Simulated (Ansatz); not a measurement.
Take MgSnO3 in the cubic perovskite structure (space group Pm-3m, No. 221; a = 3.987 Å; a hypothetical phase, not in the database extracts checked) as the base.

One thing is altered: cell and atoms relaxed at a pressure of 5 GPa.

All numbers come from PBEsol/PAW in Ansatz (an electronic-structure program), no spin-orbit coupling.

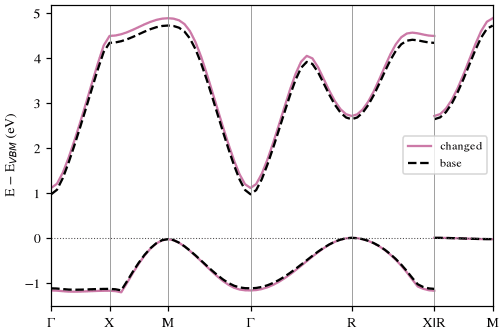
Figure. Highest valence and lowest conduction band along the path, each from its own valence-band maximum

The gap is 1.11 eV, indirect, R → Γ; the base has 0.97 eV.

Load acts through the strain it causes; cell and atoms are relaxed under it. No phonon test of stability was made. Competing high-pressure phases were not computed. Many cubic perovskites are stable only at high temperature; tilts and polar distortions were not tested.
